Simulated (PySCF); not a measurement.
# The bond of YSe, level by level, part 2 of 2

PySCF 2.14.0; Y x2c-TZVPPall, Se x2c-TZVPPall; spin-free X2C with a Gaussian nucleus.

## 8. M06 (hybrid meta-GGA)

Output of the SCF at 2.400 Å:

```text
******** <class 'pyscf.dft.uks_symm.SymAdaptedUKS'> ********
method = SymAdaptedUKS
initial guess = minao
damping factor = 0
level_shift factor = 0
DIIS = <class 'pyscf.scf.diis.CDIIS'>
diis_start_cycle = 1
diis_space = 10
diis_damp = 0
SCF conv_tol = 1e-09
SCF conv_tol_grad = None
SCF max_cycles = 60
direct_scf = False
max_memory 4200 MB (current use 1851 MB)
number electrons alpha = 37  beta = 36
XC library pyscf.dft.libxc version 7.0.0
    S. Lehtola, C. Steigemann, M. J.T. Oliveira, and M. A.L. Marques.,  SoftwareX 7, 1–5 (2018)
XC functionals = M06
    Y. Zhao and D. G. Truhlar.,  Theor. Chem. Acc. 120, 215 (2008)
    Y. Zhao and D. G. Truhlar.,  Theor. Chem. Acc. 120, 215 (2008)
small_rho_cutoff = 0
Set gradient conv threshold to 3.16228e-05
init E= -5814.89109449678
cycle= 1 E= -5814.89366605314  delta_E= -0.00257  |g|= 0.033  |ddm|= 0.36
cycle= 2 E= -5814.89154410202  delta_E= 0.00212  |g|= 0.0594  |ddm|= 0.119
cycle= 3 E= -5814.89406644893  delta_E= -0.00252  |g|= 0.0167  |ddm|= 0.0913
cycle= 4 E= -5814.89421241864  delta_E= -0.000146  |g|= 0.00224  |ddm|= 0.0157
cycle= 5 E= -5814.89422003236  delta_E= -7.61e-06  |g|= 0.000822  |ddm|= 0.00663
cycle= 6 E= -5814.8942229202  delta_E= -2.89e-06  |g|= 0.000403  |ddm|= 0.00453
cycle= 7 E= -5814.89422373171  delta_E= -8.12e-07  |g|= 0.000302  |ddm|= 0.00267
cycle= 8 E= -5814.89422403028  delta_E= -2.99e-07  |g|= 7.65e-05  |ddm|= 0.00213
cycle= 9 E= -5814.89422405008  delta_E= -1.98e-08  |g|= 3.72e-05  |ddm|= 0.000589
cycle= 10 E= -5814.8942240546  delta_E= -4.52e-09  |g|= 1.13e-05  |ddm|= 0.00031
cycle= 11 E= -5814.89422405498  delta_E= -3.75e-10  |g|= 3.53e-06  |ddm|= 9.69e-05
Extra cycle  E= -5814.89422405501  delta_E= -3.09e-11  |g|= 2.89e-06  |ddm|= 1.83e-05
converged SCF energy = -5814.89422405501  <S^2> = 0.7507822  2S+1 = 2.000782
```

No constants are quoted: the points don't follow one smooth fit.

## 9. BHandHLYP

The SCF at the reference distance, 2.400 Å, printed:

```text
******** <class 'pyscf.dft.uks_symm.SymAdaptedUKS'> ********
method = SymAdaptedUKS
initial guess = minao
damping factor = 0
level_shift factor = 0
DIIS = <class 'pyscf.scf.diis.CDIIS'>
diis_start_cycle = 1
diis_space = 10
diis_damp = 0
SCF conv_tol = 1e-09
SCF conv_tol_grad = None
SCF max_cycles = 60
direct_scf = False
max_memory 4200 MB (current use 1852 MB)
number electrons alpha = 37  beta = 36
XC library pyscf.dft.libxc version 7.0.0
    S. Lehtola, C. Steigemann, M. J.T. Oliveira, and M. A.L. Marques.,  SoftwareX 7, 1–5 (2018)
XC functionals = BHANDHLYP
    A. D. Becke.,  J. Chem. Phys. 98, 1372 (1993)
    Defined through Gaussian implementation.
small_rho_cutoff = 0
Set gradient conv threshold to 3.16228e-05
init E= -5814.85950606531
cycle= 1 E= -5814.86032360318  delta_E= -0.000818  |g|= 0.0534  |ddm|= 0.135
cycle= 2 E= -5814.85748184763  delta_E= 0.00284  |g|= 0.0859  |ddm|= 0.158
cycle= 3 E= -5814.86169343813  delta_E= -0.00421  |g|= 0.00716  |ddm|= 0.0938
cycle= 4 E= -5814.861724775  delta_E= -3.13e-05  |g|= 0.00127  |ddm|= 0.0119
cycle= 5 E= -5814.86173086147  delta_E= -6.09e-06  |g|= 0.000773  |ddm|= 0.00613
cycle= 6 E= -5814.86173366897  delta_E= -2.81e-06  |g|= 0.000338  |ddm|= 0.00473
cycle= 7 E= -5814.86173461118  delta_E= -9.42e-07  |g|= 0.000121  |ddm|= 0.00311
cycle= 8 E= -5814.86173469008  delta_E= -7.89e-08  |g|= 6.44e-05  |ddm|= 0.000906
cycle= 9 E= -5814.86173469821  delta_E= -8.13e-09  |g|= 1.52e-05  |ddm|= 0.000355
cycle= 10 E= -5814.86173469905  delta_E= -8.39e-10  |g|= 8.46e-06  |ddm|= 7e-05
Extra cycle  E= -5814.86173469922  delta_E= -1.73e-10  |g|= 7.81e-06  |ddm|= 2.95e-05
converged SCF energy = -5814.86173469922  <S^2> = 0.75095057  2S+1 = 2.0009503
```

Re = 2.403 Å, ωe = 353 cm⁻¹, ωexe = 0.564 cm⁻¹, αe = 0.000155 cm⁻¹, Be = 0.06936 cm⁻¹, De = 4.36 eV, μ = -7.07 D.

## 10. PW91

Log of the SCF at 2.400 Å:

```text
******** <class 'pyscf.dft.uks_symm.SymAdaptedUKS'> ********
method = SymAdaptedUKS
initial guess = minao
damping factor = 0
level_shift factor = 0
DIIS = <class 'pyscf.scf.diis.CDIIS'>
diis_start_cycle = 1
diis_space = 10
diis_damp = 0
SCF conv_tol = 1e-09
SCF conv_tol_grad = None
SCF max_cycles = 60
direct_scf = False
max_memory 4200 MB (current use 1852 MB)
number electrons alpha = 37  beta = 36
XC library pyscf.dft.libxc version 7.0.0
    S. Lehtola, C. Steigemann, M. J.T. Oliveira, and M. A.L. Marques.,  SoftwareX 7, 1–5 (2018)
XC functionals = PW91,PW91
    J. P. Perdew. In P. Ziesche and H. Eschrig, editors, Proceedings of the 75. WE-Heraeus-Seminar and 21st Annual International Symposium on Electronic Structure of Solids, 11. Berlin, 1991. Akademie Verlag.
    J. P. Perdew, J. A. Chevary, S. H. Vosko, K. A. Jackson, M. R. Pederson, D. J. Singh, and C. Fiolhais.,  Phys. Rev. B 46, 6671 (1992)
    J. P. Perdew, J. A. Chevary, S. H. Vosko, K. A. Jackson, M. R. Pederson, D. J. Singh, and C. Fiolhais.,  Phys. Rev. B 48, 4978 (1993)
    J. P. Perdew. In P. Ziesche and H. Eschrig, editors, Proceedings of the 75. WE-Heraeus-Seminar and 21st Annual International Symposium on Electronic Structure of Solids, 11. Berlin, 1991. Akademie Verlag.
    J. P. Perdew, J. A. Chevary, S. H. Vosko, K. A. Jackson, M. R. Pederson, D. J. Singh, and C. Fiolhais.,  Phys. Rev. B 46, 6671 (1992)
    J. P. Perdew, J. A. Chevary, S. H. Vosko, K. A. Jackson, M. R. Pederson, D. J. Singh, and C. Fiolhais.,  Phys. Rev. B 48, 4978 (1993)
small_rho_cutoff = 0
Set gradient conv threshold to 3.16228e-05
init E= -5815.34609885979
cycle= 1 E= -5815.33883520566  delta_E= 0.00726  |g|= 0.129  |ddm|= 0.206
cycle= 2 E= -5815.23588247604  delta_E= 0.103  |g|= 0.384  |ddm|= 0.605
cycle= 3 E= -5815.3492723501  delta_E= -0.113  |g|= 0.0236  |ddm|= 0.485
cycle= 4 E= -5815.34950900375  delta_E= -0.000237  |g|= 0.011  |ddm|= 0.0236
cycle= 5 E= -5815.34956171943  delta_E= -5.27e-05  |g|= 0.00455  |ddm|= 0.0138
cycle= 6 E= -5815.34957634459  delta_E= -1.46e-05  |g|= 0.00101  |ddm|= 0.00759
cycle= 7 E= -5815.34957667782  delta_E= -3.33e-07  |g|= 0.000198  |ddm|= 0.00161
cycle= 8 E= -5815.34957670503  delta_E= -2.72e-08  |g|= 8.03e-05  |ddm|= 0.000354
cycle= 9 E= -5815.34957671085  delta_E= -5.82e-09  |g|= 6.67e-06  |ddm|= 0.000107
cycle= 10 E= -5815.34957671093  delta_E= -8.64e-11  |g|= 1.57e-06  |ddm|= 2.85e-05
Extra cycle  E= -5815.34957671093  delta_E= 4.55e-12  |g|= 2.34e-06  |ddm|= 8.77e-06
converged SCF energy = -5815.34957671093  <S^2> = 0.75288476  2S+1 = 2.0028827
```

Re = 2.409 Å, ωe = 335 cm⁻¹, ωexe = 0.613 cm⁻¹, αe = 0.000173 cm⁻¹, Be = 0.06900 cm⁻¹, De = 5.24 eV, μ = -5.92 D.

## 11. revPBE

Log of the SCF at 2.400 Å:

```text
******** <class 'pyscf.dft.uks_symm.SymAdaptedUKS'> ********
method = SymAdaptedUKS
initial guess = minao
damping factor = 0
level_shift factor = 0
DIIS = <class 'pyscf.scf.diis.CDIIS'>
diis_start_cycle = 1
diis_space = 10
diis_damp = 0
SCF conv_tol = 1e-09
SCF conv_tol_grad = None
SCF max_cycles = 60
direct_scf = False
max_memory 4200 MB (current use 1852 MB)
number electrons alpha = 37  beta = 36
XC library pyscf.dft.libxc version 7.0.0
    S. Lehtola, C. Steigemann, M. J.T. Oliveira, and M. A.L. Marques.,  SoftwareX 7, 1–5 (2018)
XC functionals = PBE_R,PBE
    Y. Zhang and W. Yang.,  Phys. Rev. Lett. 80, 890 (1998)
    J. P. Perdew, K. Burke, and M. Ernzerhof.,  Phys. Rev. Lett. 77, 3865 (1996)
    J. P. Perdew, K. Burke, and M. Ernzerhof.,  Phys. Rev. Lett. 78, 1396 (1997)
small_rho_cutoff = 0
Set gradient conv threshold to 3.16228e-05
init E= -5814.55832179302
cycle= 1 E= -5814.55019448607  delta_E= 0.00813  |g|= 0.129  |ddm|= 0.171
cycle= 2 E= -5814.44963609892  delta_E= 0.101  |g|= 0.381  |ddm|= 0.586
cycle= 3 E= -5814.56059798625  delta_E= -0.111  |g|= 0.0244  |ddm|= 0.472
cycle= 4 E= -5814.56084620957  delta_E= -0.000248  |g|= 0.0107  |ddm|= 0.0246
cycle= 5 E= -5814.56088729246  delta_E= -4.11e-05  |g|= 0.00483  |ddm|= 0.0156
cycle= 6 E= -5814.56090453214  delta_E= -1.72e-05  |g|= 0.000804  |ddm|= 0.00726
cycle= 7 E= -5814.5609047814  delta_E= -2.49e-07  |g|= 0.000176  |ddm|= 0.00118
cycle= 8 E= -5814.5609048036  delta_E= -2.22e-08  |g|= 6.08e-05  |ddm|= 0.000282
cycle= 9 E= -5814.56090480694  delta_E= -3.34e-09  |g|= 6.42e-06  |ddm|= 8.08e-05
cycle= 10 E= -5814.56090480698  delta_E= -3.46e-11  |g|= 1.34e-06  |ddm|= 1.64e-05
Extra cycle  E= -5814.56090480697  delta_E= 1e-11  |g|= 3.69e-06  |ddm|= 6.92e-06
converged SCF energy = -5814.56090480697  <S^2> = 0.75255829  2S+1 = 2.0025567
```

Re = 2.417 Å, ωe = 332 cm⁻¹, ωexe = 0.614 cm⁻¹, αe = 0.000174 cm⁻¹, Be = 0.06858 cm⁻¹, De = 4.94 eV, μ = -5.90 D. 73 s of CPU time for 12 points, integrals apart.

## 12. LC-ωPBE

Output of the SCF at 2.400 Å:

```text
******** <class 'pyscf.dft.uks_symm.SymAdaptedUKS'> ********
method = SymAdaptedUKS
initial guess = minao
damping factor = 0
level_shift factor = 0
DIIS = <class 'pyscf.scf.diis.CDIIS'>
diis_start_cycle = 1
diis_space = 10
diis_damp = 0
SCF conv_tol = 1e-09
SCF conv_tol_grad = None
SCF max_cycles = 60
direct_scf = False
max_memory 4200 MB (current use 1852 MB)
number electrons alpha = 37  beta = 36
XC library pyscf.dft.libxc version 7.0.0
    S. Lehtola, C. Steigemann, M. J.T. Oliveira, and M. A.L. Marques.,  SoftwareX 7, 1–5 (2018)
XC functionals = LC_WPBE
    O. A. Vydrov and G. E. Scuseria.,  J. Chem. Phys. 125, 234109 (2006)
small_rho_cutoff = 0
Set gradient conv threshold to 3.16228e-05
init E= -5814.22101098117
cycle= 1 E= -5814.22550482642  delta_E= -0.00449  |g|= 0.0614  |ddm|= 0.131
cycle= 2 E= -5814.226027467  delta_E= -0.000523  |g|= 0.0431  |ddm|= 0.113
cycle= 3 E= -5814.22667571678  delta_E= -0.000648  |g|= 0.0105  |ddm|= 0.0437
cycle= 4 E= -5814.22673948877  delta_E= -6.38e-05  |g|= 0.00315  |ddm|= 0.014
cycle= 5 E= -5814.2267834933  delta_E= -4.4e-05  |g|= 0.0015  |ddm|= 0.0181
cycle= 6 E= -5814.22680197901  delta_E= -1.85e-05  |g|= 0.00113  |ddm|= 0.0109
cycle= 7 E= -5814.22681371097  delta_E= -1.17e-05  |g|= 0.000716  |ddm|= 0.00972
cycle= 8 E= -5814.22682155614  delta_E= -7.85e-06  |g|= 0.000333  |ddm|= 0.0116
cycle= 9 E= -5814.22682307718  delta_E= -1.52e-06  |g|= 8.25e-05  |ddm|= 0.00695
cycle= 10 E= -5814.22682311785  delta_E= -4.07e-08  |g|= 3.47e-05  |ddm|= 0.000833
cycle= 11 E= -5814.22682312497  delta_E= -7.13e-09  |g|= 1.63e-05  |ddm|= 0.000269
cycle= 12 E= -5814.2268231263  delta_E= -1.33e-09  |g|= 9.7e-06  |ddm|= 8.97e-05
cycle= 13 E= -5814.22682312675  delta_E= -4.54e-10  |g|= 5.12e-06  |ddm|= 5.12e-05
Extra cycle  E= -5814.22682312685  delta_E= -9.46e-11  |g|= 4.46e-06  |ddm|= 1.44e-05
converged SCF energy = -5814.22682312685  <S^2> = 0.75331114  2S+1 = 2.0033084
```

Re = 2.379 Å, ωe = 367 cm⁻¹, ωexe = 0.512 cm⁻¹, αe = 0.000147 cm⁻¹, Be = 0.07080 cm⁻¹, De = 4.69 eV, μ = -7.11 D.

## 13. UHF (mean field)

Log of the SCF at 2.400 Å:

```text
******** <class 'pyscf.scf.uhf_symm.SymAdaptedUHF'> ********
method = SymAdaptedUHF
initial guess = minao
damping factor = 0
level_shift factor = 0
DIIS = <class 'pyscf.scf.diis.CDIIS'>
diis_start_cycle = 1
diis_space = 10
diis_damp = 0
SCF conv_tol = 1e-09
SCF conv_tol_grad = None
SCF max_cycles = 60
direct_scf = False
max_memory 4200 MB (current use 2118 MB)
number electrons alpha = 37  beta = 36
Overwritten attributes  get_hcore get_occ get_k get_j get_jk  of <class 'pyscf.scf.uhf_symm.SymAdaptedUHF'>
<class 'pyscf.scf.uhf_symm.SymAdaptedUHF'> does not have attributes  refdm
Set gradient conv threshold to 3.16228e-05
init E= -5811.07571752652
cycle= 1 E= -5811.09656160545  delta_E= -0.0208  |g|= 0.092  |ddm|= 0.314
cycle= 2 E= -5811.09863263159  delta_E= -0.00207  |g|= 0.0627  |ddm|= 0.152
cycle= 3 E= -5811.10032332961  delta_E= -0.00169  |g|= 0.0115  |ddm|= 0.0594
cycle= 4 E= -5811.10063361275  delta_E= -0.00031  |g|= 0.00574  |ddm|= 0.0333
cycle= 5 E= -5811.10084484894  delta_E= -0.000211  |g|= 0.00391  |ddm|= 0.0315
cycle= 6 E= -5811.10102611197  delta_E= -0.000181  |g|= 0.00219  |ddm|= 0.0423
cycle= 7 E= -5811.10108879322  delta_E= -6.27e-05  |g|= 0.000927  |ddm|= 0.032
cycle= 8 E= -5811.1010961497  delta_E= -7.36e-06  |g|= 0.000426  |ddm|= 0.0111
cycle= 9 E= -5811.10109705816  delta_E= -9.08e-07  |g|= 0.000232  |ddm|= 0.00311
cycle= 10 E= -5811.10109734424  delta_E= -2.86e-07  |g|= 0.000119  |ddm|= 0.00157
cycle= 11 E= -5811.10109743888  delta_E= -9.46e-08  |g|= 6.89e-05  |ddm|= 0.00074
cycle= 12 E= -5811.10109747084  delta_E= -3.2e-08  |g|= 4.56e-05  |ddm|= 0.000394
cycle= 13 E= -5811.10109748652  delta_E= -1.57e-08  |g|= 2.71e-05  |ddm|= 0.000291
cycle= 14 E= -5811.10109749277  delta_E= -6.25e-09  |g|= 1.47e-05  |ddm|= 0.000202
cycle= 15 E= -5811.10109749414  delta_E= -1.37e-09  |g|= 8.08e-06  |ddm|= 0.0001
cycle= 16 E= -5811.10109749451  delta_E= -3.67e-10  |g|= 3.91e-06  |ddm|= 5.38e-05
Extra cycle  E= -5811.10109749455  delta_E= -4.55e-11  |g|= 2.78e-06  |ddm|= 8.79e-06
converged SCF energy = -5811.10109749455  <S^2> = 0.75472608  2S+1 = 2.0047205
```

Re = 2.429 Å, ωe = 355 cm⁻¹, ωexe = 0.496 cm⁻¹, αe = 0.000138 cm⁻¹, Be = 0.06787 cm⁻¹, De = 3.06 eV, μ = -7.53 D.

## 14. Adding correlation

Reference: UHF; core orbitals frozen: 23.

Correlation energy (eV) along the bond:

| R (Å) | MP2 | SCS-MP2 |
| --- | --- | --- |
| 2.064 | -14.330 | -13.240 |
| 2.160 | -14.206 | -13.145 |
| 2.256 | -14.102 | -13.068 |
| 2.328 | -14.039 | -13.021 |
| 2.400 | -13.987 | -12.985 |
| 2.472 | -13.947 | -12.958 |
| 2.568 | -13.912 | -12.939 |
| 2.688 | -13.895 | -12.937 |
| 2.832 | -13.904 | -12.965 |
| 3.024 | -13.105 | -12.293 |

UHF-MP2: Re = 2.398 Å, ωe = 354 cm⁻¹, ωexe = 0.605 cm⁻¹, αe = 0.000163 cm⁻¹, Be = 0.06964 cm⁻¹, De = 4.96 eV.

UHF-SCS-MP2: Re = 2.409 Å, ωe = 350 cm⁻¹, ωexe = 0.608 cm⁻¹, αe = 0.000161 cm⁻¹, Be = 0.06904 cm⁻¹, De = 4.68 eV.

## 15. The curves together

Energy (eV) from each level's lowest point:

| R (Å) | UHF | UHF-MP2 | UHF-SCS-MP2 | PBE | revPBE | PW91 | r²SCAN | PBE0 | M06 | BHandHLYP | LC-ωPBE |
| --- | --- | --- | --- | --- | --- | --- | --- | --- | --- | --- | --- |
| 2.064 | 2.011 | 1.667 | 1.756 | 1.639 | 1.688 | 1.636 | 1.636 | 1.579 | 1.626 | 1.702 | 1.518 |
| 2.160 | 0.965 | 0.746 | 0.805 | 0.750 | 0.783 | 0.748 | 0.739 | 0.698 | 0.733 | 0.772 | 0.646 |
| 2.256 | 0.350 | 0.235 | 0.267 | 0.250 | 0.268 | 0.248 | 0.238 | 0.214 | 0.235 | 0.250 | 0.177 |
| 2.328 | 0.104 | 0.052 | 0.068 | 0.064 | 0.073 | 0.063 | 0.056 | 0.044 | 0.055 | 0.060 | 0.024 |
| 2.400 | 0.000 | 0.000 | 0.000 | 0.000 | 0.000 | 0.000 | 0.000 | 0.000 | 0.000 | 0.000 | 0.000 |
| 2.472 | 0.008 | 0.048 | 0.035 | 0.030 | 0.022 | 0.031 | 0.041 | 0.053 | n/a | 0.042 | 0.077 |
| 2.568 | 0.152 | 0.227 | 0.198 | 0.178 | 0.159 | 0.179 | 0.207 | 0.235 | 0.152 | 0.216 | 0.297 |
| 2.688 | 0.482 | 0.574 | 0.529 | 0.478 | 0.449 | 0.481 | 0.536 | 0.583 | 0.454 | 0.563 | 0.702 |
| 2.832 | 1.012 | 1.095 | 1.032 | 0.935 | 0.893 | 0.938 | 1.032 | 1.103 | 0.906 | 1.086 | 1.300 |
| 3.024 | 1.618 | 2.500 | 2.309 | 1.601 | 1.547 | 1.607 | 1.757 | 1.858 | 1.543 | 1.834 | 2.168 |

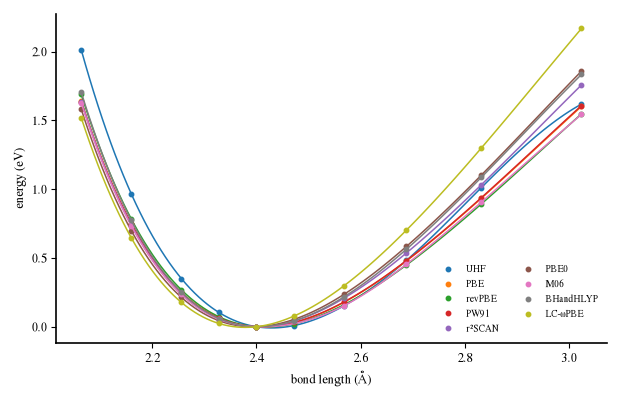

Curves of the followed state at each level, each from its own lowest point. Far from equilibrium a single determinant need not separate into the right atoms, and MP2 on it can jump. Curves with a jump are left out.

The whole job (state search and all levels along the bond) took 27 min on 2 threads of Intel Xeon Platinum 8259CL @ 2.50GHz (shared host), peak memory 7.2 GiB.

## 16. Constants by level of theory

This closing draws on all 2 parts.

Lowest PBE0 solution found, without spin–orbit coupling: ²Σ⁺ (doublet), unpaired electrons σ ↑. State 2 has its PBE0 minimum 1.04 eV higher. State 3 has its PBE0 minimum 1.37 eV higher. The other levels ran on the lowest alone.

| level | Re (Å) | ωe (cm⁻¹) | De (eV) | μ (D) |
| --- | --- | --- | --- | --- |
| UHF | 2.429 | 355 | 3.06 | -7.53 |
| UHF-MP2 | 2.398 | 354 | 4.96 | n/a |
| UHF-SCS-MP2 | 2.409 | 350 | 4.68 | n/a |
| PBE | 2.410 | 335 | 5.19 | -5.90 |
| revPBE | 2.417 | 332 | 4.94 | -5.90 |
| PW91 | 2.409 | 335 | 5.24 | -5.92 |
| r²SCAN | 2.402 | 345 | 5.05 | -6.31 |
| PBE0 | 2.394 | 351 | 4.92 | -6.46 |
| BHandHLYP | 2.403 | 353 | 4.36 | -7.07 |
| LC-ωPBE | 2.379 | 367 | 4.69 | -7.11 |

De is counted to Y + Se in their ground configurations. A positive dipole means Y(−)Se(+). No constants: M06 (the points don't follow one smooth fit).

Time per point (s) on 2 threads of Intel Xeon Platinum 8259CL at 2.50GHz, shared host (CPU time, shared integrals of 9.8 s apart; correlated levels include their reference); the times are rough: UHF 15, UHF-MP2 22, UHF-SCS-MP2 22, PBE 9.2, revPBE 6.1, PW91 10, r²SCAN 16, PBE0 13, BHandHLYP 9.4, LC-ωPBE 25.

What this shows: Bond lengths run from 2.379 Å (LC-ωPBE) to 2.429 Å (UHF). Among the levels with a De in the table, it runs from 3.06 eV (UHF) to 5.24 eV (PW91).

Correlated steps freeze 23 core orbitals. The state is the lowest single determinant that the PBE0 search found; with open d or f shells the true ground state can be another one. Spin–orbit coupling is left out.
